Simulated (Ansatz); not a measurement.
**GaNH3Cl: geometry relaxation**

GaNH3Cl, computed with RKS PBE-D4/def2-SVP (Ansatz 0.2.0).

The input holds or restrains some coordinates. Forces given for the steps count only the free coordinates. It belongs to a series of runs on one base structure; here: pulled along the bonds that form and break, towards end A.

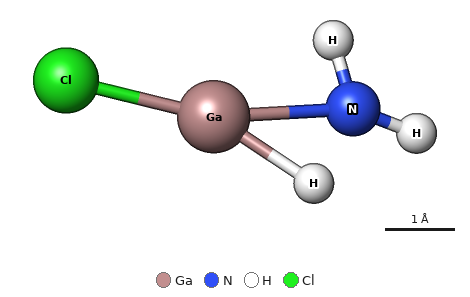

Figure 1. The input geometry (ball-and-stick view, seen at a tilt). Sticks mark near contacts.

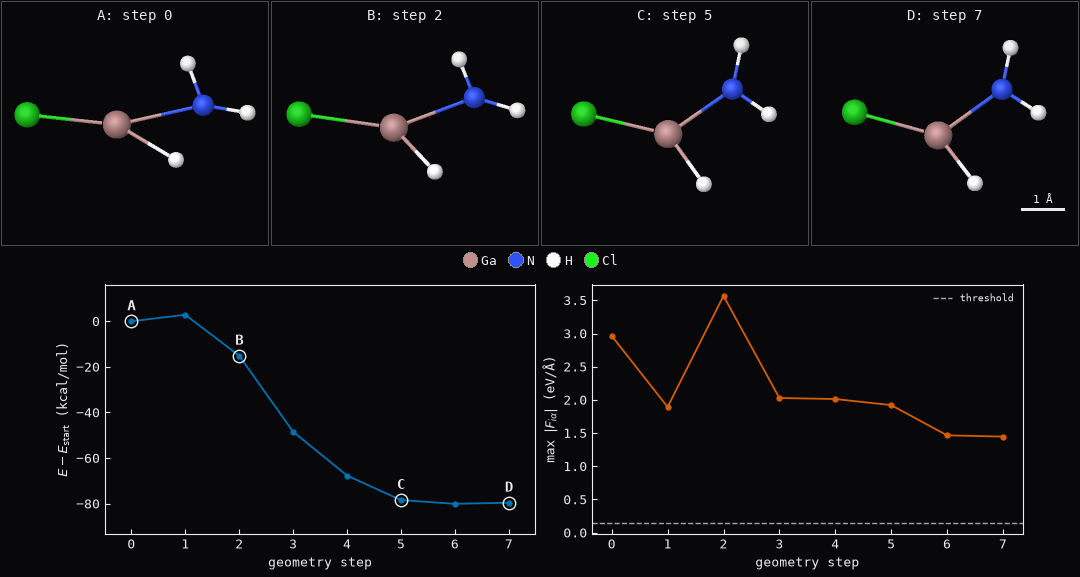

Figure 2. Frames of the restrained relaxation (ball-and-stick view, seen at a tilt) above the curves, on which the letters mark them (the first geometry is step 0 here and step 1 in the log).

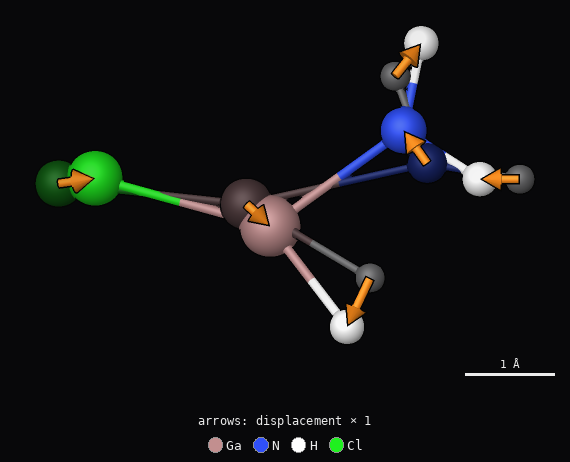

Figure 3. Start (faint) and end (solid) with the displacements as orange arrows, at true length (ball-and-stick view, seen at a tilt). The two geometries are laid on each other by the best rigid fit. The energy falls by 79.6 kcal/mol in 7 geometry steps. The largest force component goes from 3 to 1.4 eV/Å. H5 moves most after the best rigid fit: 0.61 Å. Largest moves by element: H 0.61 Å, N 0.46 Å, Cl 0.44 Å, Ga 0.38 Å. Among the contacts that change: Ga1–N2 2.130 → 1.873 Å, Ga1–H5 1.770 → 1.549 Å, Ga1–Cl6 2.240 → 2.139 Å, N2–H3 1.060 → 1.025 Å. Among the angles that change: Ga1–N2–H3 80.8° → 132.3°, Ga1–N2–H4 156.7° → 112.4°, N2–Ga1–H5 42.8° → 84.8°. (Atoms are counted from 1 in the order of the input.)

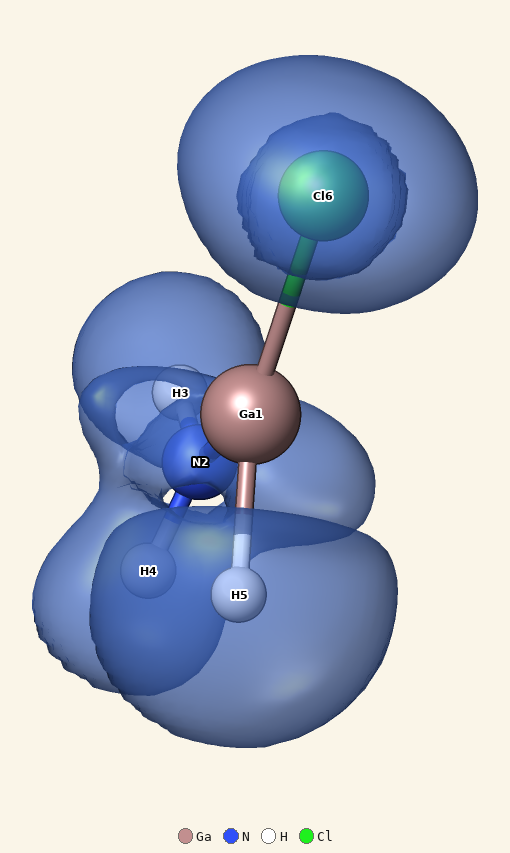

Figure 4. Isosurface of the ELF at 0.75 (blue), seen at an oblique angle. Only the valence region is drawn (cores and ρ < 0.01 e/Å³ removed). Profiles from the grid: Ga–N (1.87 Å): the ELF peaks at about 0.85 in the valence shell of N, 0.6 Å from its nucleus, and is about 0.35 at the midpoint. Ga–Cl (2.14 Å): the ELF peaks at about 0.85 in the valence shell of Cl, 0.8 Å from its nucleus, and is about 0.55 at the midpoint.

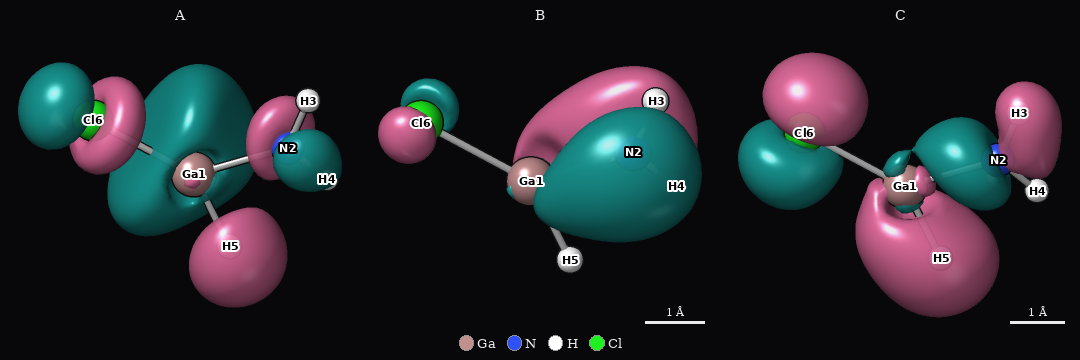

Figure 5. Three frontier orbitals at ±0.1 Å⁻³ᐟ² (teal and pink are the two phases). C is the HOMO−1 (−7.04 eV). It lies mainly on Cl6 (30 %), H5 (25 %), Ga1 (20 %) and N2 (20 %). B is the HOMO (−5.80 eV). A is the LUMO (−1.69 eV). By Hirshfeld shares it lies mainly on Ga1 (55 %), Cl6 (20 %), H5 (10 %) and N2 (10 %). The HOMO–LUMO gap is 4.11 eV between the orbital energies.

The input and output of the run follow.

Input
```yaml
crystal:
  periodic: [false, false, false]
  atoms:
    - { symbol: Ga, position_ang: [0.0, 0.0, 0.0] }
    - { symbol: "N", position_ang: [1.3882, 0.0, 1.6155] }
    - { symbol: H, position_ang: [0.5112, -0.2713, 2.1455] }
    - { symbol: H, position_ang: [2.2651, 0.2713, 2.1455] }
    - { symbol: H, position_ang: [1.7585, 0.0, 0.2012] }
    - { symbol: Cl, position_ang: [-1.9398, 0.0, -1.12] }
basis:
  gaussian: { orbitals: def2-SVP }
hamiltonian:
  xc: pbe
  dispersion: d4
relax:
  f_tol: 0.15
  max_steps: 25
  restrain:
    - { distance: [1, 4], at: 2.26, k: 30.0 }
    - { distance: [0, 1], at: 1.93, k: 30.0 }
    - { distance: [0, 4], at: 1.57, k: 30.0 }
output:
  orbitals: {}
```

Launched with:
```bash
ansatz run input.yaml --threads 1 --pin off --max-ram 2048MiB --backend cpu --events-out ev --progress --plain --runs-dir out
```

What the program printed
```
The last accepted step is kept in [file] (removed where the run ends without a failure and the disk answers)
Engine: ansatz 0.2.0, aarch64-unknown-linux-gnu
Functional definition: PBE
  parameter kappa = 0.804
  parameter beta = 0.06672455060314922
  exchange = pbe_x(kappa = kappa, mu = beta*pi^2/3)
  correlation = pbe_c(beta = beta)
896 factors; their error is unknown
mean field evaluation 1: about -66399.5934 eV, gradient 7.2e1 eV
mean field evaluation 2: about -66309.2804 eV, gradient 1.5e2 eV
mean field evaluation 4: about -66407.1625 eV, gradient 3.0e1 eV
mean field evaluation 8: about -66410.6259 eV, gradient 6.1e-1 eV
mean field evaluation 16: about -66410.5782 eV, gradient 1.9e-3 eV
mean field -66410.57821370 eV, -2440.5437346466 hartree, gradient 2.0e-5 eV, S^2 0.000000; 0 other end points of the search recorded, 0 dependent functions left out
the calculation of the forces begins
reference -66410.57824771 eV, -2440.5437358967 hartree; 29, 29 occupied and 50, 50 virtual orbitals, 896 factors
relax step   1: F+E_penalty+E_count = -66410.67293635 eV  Δ(F+E_penalty+E_count) = +0.000e0 eV  max|allowed force component| = 2.964e0 eV/Å  E_restraint = 10.75258628 eV  max|allowed force component, restraints' pulls added| = 2.135e1 eV/Å  Δτ_max = 0.0000 Å  (31 SCF iters, accepted)
  distance N 1 - H 4 = 1.4620 Å
  distance Ga 0 - N 1 = 2.1300 Å
  distance Ga 0 - H 4 = 1.7700 Å
these checks for a lower state are left out or cut short: starts, cluster_reference, orbital_swaps, neighbouring_geometries, increment
896 factors; their error is unknown
mean field -66410.45260302 eV, -2440.5391185396 hartree, gradient 1.6e-5 eV, S^2 0.000000; 0 other end points of the search recorded, 0 dependent functions left out
the calculation of the forces begins
reference -66410.45263759 eV, -2440.5391198100 hartree; 29, 29 occupied and 50, 50 virtual orbitals, 896 factors
relax step   2: F+E_penalty+E_count = -66410.54855561 eV  Δ(F+E_penalty+E_count) = +1.244e-1 eV  max|allowed force component| = 1.894e0 eV/Å  E_restraint = 4.51931391 eV  max|allowed force component, restraints' pulls added| = 1.554e1 eV/Å  Δτ_max = 0.1948 Å  (37 SCF iters, accepted)
  distance N 1 - H 4 = 1.7503 Å
  distance Ga 0 - N 1 = 2.1075 Å
  distance Ga 0 - H 4 = 1.6699 Å
these checks for a lower state are left out or cut short: starts, cluster_reference, orbital_swaps, neighbouring_geometries, increment
896 factors; their error is unknown
mean field evaluation 32: about -66411.2344 eV, gradient 2.6e0 eV
mean field -66411.23100563 eV, -2440.5677243079 hartree, gradient 1.5e-5 eV, S^2 0.000000; 0 other end points of the search recorded, 0 dependent functions left out
the calculation of the forces begins
reference -66411.23104064 eV, -2440.5677255943 hartree; 29, 29 occupied and 50, 50 virtual orbitals, 896 factors
relax step   3: F+E_penalty+E_count = -66411.32825085 eV  Δ(F+E_penalty+E_count) = -7.797e-1 eV  max|allowed force component| = 3.567e0 eV/Å  E_restraint = 1.01484879 eV  max|allowed force component, restraints' pulls added| = 8.749e0 eV/Å  Δτ_max = 0.1949 Å  (41 SCF iters, accepted)
  distance N 1 - H 4 = 2.0277 Å
  distance Ga 0 - N 1 = 2.0424 Å
  distance Ga 0 - H 4 = 1.6027 Å
these checks for a lower state are left out or cut short: starts, cluster_reference, orbital_swaps, neighbouring_geometries, increment
896 factors; their error is unknown
mean field -66412.67367675 eV, -2440.6207414934 hartree, gradient 1.7e-5 eV, S^2 0.000000; 0 other end points of the search recorded, 0 dependent functions left out
the calculation of the forces begins
reference -66412.67371238 eV, -2440.6207428027 hartree; 29, 29 occupied and 50, 50 virtual orbitals, 896 factors
relax step   4: F+E_penalty+E_count = -66412.77349739 eV  Δ(F+E_penalty+E_count) = -1.445e0 eV  max|allowed force component| = 2.028e0 eV/Å  E_restraint = 0.00436167 eV  max|allowed force component, restraints' pulls added| = 2.140e0 eV/Å  Δτ_max = 0.1948 Å  (35 SCF iters, accepted)
  distance N 1 - H 4 = 2.2645 Å
  distance Ga 0 - N 1 = 1.9407 Å
  distance Ga 0 - H 4 = 1.5825 Å
these checks for a lower state are left out or cut short: starts, cluster_reference, orbital_swaps, neighbouring_geometries, increment
896 factors; their error is unknown
mean field -66413.50562782 eV, -2440.6513151314 hartree, gradient 1.5e-5 eV, S^2 0.000000; 0 other end points of the search recorded, 0 dependent functions left out
the calculation of the forces begins
reference -66413.50566324 eV, -2440.6513164331 hartree; 29, 29 occupied and 50, 50 virtual orbitals, 896 factors
relax step   5: F+E_penalty+E_count = -66413.60803282 eV  Δ(F+E_penalty+E_count) = -8.345e-1 eV  max|allowed force component| = 2.013e0 eV/Å  E_restraint = 0.04476268 eV  max|allowed force component, restraints' pulls added| = 1.958e0 eV/Å  Δτ_max = 0.2000 Å  (35 SCF iters, accepted)
  distance N 1 - H 4 = 2.3071 Å
  distance Ga 0 - N 1 = 1.9023 Å
  distance Ga 0 - H 4 = 1.5704 Å
these checks for a lower state are left out or cut short: starts, cluster_reference, orbital_swaps, neighbouring_geometries, increment
896 factors; their error is unknown
mean field -66413.96711234 eV, -2440.6682743746 hartree, gradient 1.8e-5 eV, S^2 0.000000; 0 other end points of the search recorded, 0 dependent functions left out
the calculation of the forces begins
reference -66413.96714788 eV, -2440.6682756809 hartree; 29, 29 occupied and 50, 50 virtual orbitals, 896 factors
relax step   6: F+E_penalty+E_count = -66414.07355039 eV  Δ(F+E_penalty+E_count) = -4.655e-1 eV  max|allowed force component| = 1.922e0 eV/Å  E_restraint = 0.17997935 eV  max|allowed force component, restraints' pulls added| = 1.922e0 eV/Å  Δτ_max = 0.1948 Å  (34 SCF iters, accepted)
  distance N 1 - H 4 = 2.3510 Å
  distance Ga 0 - N 1 = 1.8709 Å
  distance Ga 0 - H 4 = 1.5552 Å
these checks for a lower state are left out or cut short: starts, cluster_reference, orbital_swaps, neighbouring_geometries, increment
896 factors; their error is unknown
mean field evaluation 64: about -66414.0491 eV, gradient 4.3e0 eV
mean field -66414.03797474 eV, -2440.6708785200 hartree, gradient 1.8e-5 eV, S^2 0.000000; 0 other end points of the search recorded, 0 dependent functions left out
the calculation of the forces begins
reference -66414.03801002 eV, -2440.6708798164 hartree; 29, 29 occupied and 50, 50 virtual orbitals, 896 factors
relax step   7: F+E_penalty+E_count = -66414.14502256 eV  Δ(F+E_penalty+E_count) = -7.147e-2 eV  max|allowed force component| = 1.466e0 eV/Å  E_restraint = 0.13838598 eV  max|allowed force component, restraints' pulls added| = 4.039e-1 eV/Å  Δτ_max = 0.0724 Å  (28 SCF iters, accepted)
  distance N 1 - H 4 = 2.3311 Å
  distance Ga 0 - N 1 = 1.8692 Å
  distance Ga 0 - H 4 = 1.5480 Å
these checks for a lower state are left out or cut short: starts, cluster_reference, orbital_swaps, neighbouring_geometries, increment
896 factors; their error is unknown
mean field -66414.01659269 eV, -2440.6700927441 hartree, gradient 1.4e-5 eV, S^2 0.000000; 0 other end points of the search recorded, 0 dependent functions left out
the calculation of the forces begins
reference -66414.01662786 eV, -2440.6700940367 hartree; 29, 29 occupied and 50, 50 virtual orbitals, 896 factors
relax step   8: F+E_penalty+E_count = -66414.12378748 eV  Δ(F+E_penalty+E_count) = +2.124e-2 eV  max|allowed force component| = 1.447e0 eV/Å  E_restraint = 0.11003393 eV  max|allowed force component, restraints' pulls added| = 1.024e-1 eV/Å  Δτ_max = 0.0220 Å  (28 SCF iters, accepted)
  distance N 1 - H 4 = 2.3205 Å
  distance Ga 0 - N 1 = 1.8732 Å
  distance Ga 0 - H 4 = 1.5488 Å
896 factors; their error is unknown
mean field evaluation 96: about -66414.0166 eV, gradient 1.6e-5 eV
mean field -66414.01659269 eV, -2440.6700927441 hartree, gradient 1.4e-5 eV, S^2 0.000000; 1 other end points of the search recorded, 0 dependent functions left out
the calculation of the forces begins
reference -66414.01662786 eV, -2440.6700940367 hartree; 29, 29 occupied and 50, 50 virtual orbitals, 896 factors
Total energy: -66414.12382266 eV, -2440.6740333726 hartree
Atom 0 at     0.362782     0.076648    -0.026673 Å, force     1.063377    -0.199533     1.447219 eV/Å
Atom 1 at     0.964729    -0.122861     1.735910 Å, force    -1.272941    -0.011527    -0.042374 eV/Å
Atom 2 at     0.470847    -0.167742     2.632699 Å, force     0.043521     0.044393    -0.004142 eV/Å
Atom 3 at     1.940739     0.163281     1.848604 Å, force     0.002177    -0.020752     0.000311 eV/Å
Atom 4 at     1.868070     0.089040    -0.390999 Å, force     0.169194     0.187131    -1.414447 eV/Å
Atom 5 at    -1.623966    -0.038366    -0.811842 Å, force    -0.005327     0.000289     0.013433 eV/Å
Dipole moment:     0.170885     0.097041     0.235074 e Å
```

Trajectory as extended XYZ (Å, eV, eV/Å), 8 frames, from step=1 to step=8
```
6
Properties=species:S:1:pos:R:3:forces:R:3 step=1 energy=-66410.67294
Ga    0.0000    0.0000    0.0000   -0.1922   0.3488  -2.3001
N     1.3882    0.0000    1.6155    2.9637   1.2783  -0.5945
H     0.5112   -0.2713    2.1455    0.8441  -0.5940  -0.2473
H     2.2651    0.2713    2.1455   -1.2683  -0.1657   0.5250
H     1.7585    0.0000    0.2012   -1.6236  -0.9062   2.4878
Cl   -1.9398    0.0000   -1.1200   -0.7237   0.0387   0.1291
6
Properties=species:S:1:pos:R:3:forces:R:3 step=2 energy=-66410.54856
Ga    0.0800    0.0067    0.0230    1.7218   1.0944  -1.2855
N     1.3439    0.0338    1.7093   -0.0692   0.6130  -1.4393
H     0.4970   -0.2933    2.1755    0.3495  -0.8923   1.8940
H     2.2473    0.2700    2.1785   -1.3033   0.1407   0.6320
H     1.7496   -0.0182    0.0074   -1.1227  -0.8298  -0.6990
Cl   -1.9345    0.0009   -1.1060    0.4239  -0.1259   0.8977
6
Properties=species:S:1:pos:R:3:forces:R:3 step=3 energy=-66411.32825
Ga    0.1716    0.0374    0.0483    2.0379   0.9528  -0.1844
N     1.2579    0.0523    1.7778    0.0312   0.8389  -2.1277
H     0.4888   -0.3189    2.2379   -1.0287  -1.1075   3.5672
H     2.2213    0.2766    2.1882   -2.1123  -0.2519  -0.4684
H     1.7551   -0.0442   -0.1856   -0.4945  -0.3017  -2.1457
Cl   -1.9115   -0.0032   -1.0789    1.5665  -0.1307   1.3590
6
Properties=species:S:1:pos:R:3:forces:R:3 step=4 energy=-66412.77350
Ga    0.2699    0.0675    0.0791    1.2995   0.3179   0.0336
N     1.1692    0.0634    1.7989   -2.0284  -0.0785  -1.1167
H     0.4484   -0.3421    2.3769    0.4948   0.0212   1.9006
H     2.1450    0.2670    2.1265   -1.2965  -0.3128  -0.3844
H     1.7803   -0.0478   -0.3788   -0.2872   0.0569  -1.7692
Cl   -1.8296   -0.0081   -1.0149    1.8178  -0.0047   1.3360
6
Properties=species:S:1:pos:R:3:forces:R:3 step=5 energy=-66413.60803
Ga    0.3216    0.0883    0.0448    0.6403  -0.1413   0.5514
N     1.0738   -0.0012    1.7897   -2.0133  -0.0682  -1.3869
H     0.4449   -0.2563    2.5294    0.1863   0.0372   1.3471
H     2.0681    0.1785    1.9644   -0.3374  -0.0957   0.0333
H     1.8294    0.0297   -0.3899   -0.0914   0.1830  -1.5565
Cl   -1.7547   -0.0389   -0.9507    1.6156   0.0850   1.0116
6
Properties=species:S:1:pos:R:3:forces:R:3 step=6 energy=-66414.07355
Ga    0.3525    0.0493   -0.0052    1.0915  -0.0968   1.2412
N     0.9797   -0.1453    1.7466   -1.6626   0.1412   1.7736
H     0.4427   -0.1550    2.6958    1.3118   0.0828  -1.9217
H     1.9745    0.1659    1.8278   -0.8614  -0.2506   0.1019
H     1.8494    0.1125   -0.4223    0.0752   0.1471  -1.2914
Cl   -1.6157   -0.0274   -0.8550    0.0455  -0.0236   0.0964
6
Properties=species:S:1:pos:R:3:forces:R:3 step=7 energy=-66414.14502
Ga    0.3657    0.0651   -0.0160    0.9199  -0.1655   1.3031
N     0.9717   -0.1305    1.7414   -1.4663  -0.0993  -0.1158
H     0.4718   -0.1752    2.6326    0.0299   0.0539   0.0777
H     1.9335    0.1841    1.8496    0.2362   0.0383   0.0530
H     1.8649    0.0838   -0.4010    0.1741   0.1832  -1.3909
Cl   -1.6243   -0.0273   -0.8189    0.1062  -0.0105   0.0730
6
Properties=species:S:1:pos:R:3:forces:R:3 step=8 energy=-66414.12379
Ga    0.3628    0.0766   -0.0267    1.0634  -0.1995   1.4472
N     0.9647   -0.1229    1.7359   -1.2729  -0.0115  -0.0424
H     0.4708   -0.1677    2.6327    0.0435   0.0444  -0.0041
H     1.9407    0.1633    1.8486    0.0022  -0.0208   0.0003
H     1.8681    0.0890   -0.3910    0.1692   0.1871  -1.4144
Cl   -1.6240   -0.0384   -0.8118   -0.0053   0.0003   0.0134
```

Key numbers

```csv
quantity,value
outcome,converged under the restraints of the input
total energy,−66414.1238 eV
mean-field energy,−66414.0166 eV
"largest force (length of the vector) at the end, held atoms and coordinates included",1.807 eV/Å
hardware,"1 thread of Arm Neoverse V1, 24 GiB of memory available, shared host"
wall time,20 s
peak memory,0.14 GiB
```
